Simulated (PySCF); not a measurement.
SMILES [SiH3][MgH] (H4MgSi) at its PBE0/def2-SVP optimised geometry (Å):

```
6

Mg    -0.9248     0.8118     0.0000
H     -1.5915     2.3815     0.0005
Si     0.0880    -1.5700     0.0000
H      1.5915    -1.5700     0.0000
H     -0.3193    -2.3811    -1.1986
H     -0.3193    -2.3815     1.1984
```

Method: PySCF with PBE0/def2-TZVP. Cells within 0.4 Å of a nucleus heavier than hydrogen are left out (blank, or x).

Map of the log10 of the electron density (e/bohr³), floored at −4 on the plane z = 0.0 Å:

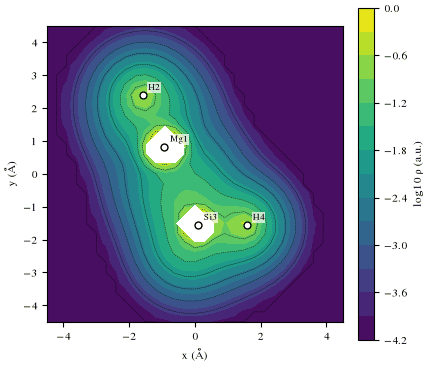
Log10 of the electron density (e/bohr³), floored at −4 on the plane z = 0.0 Å.
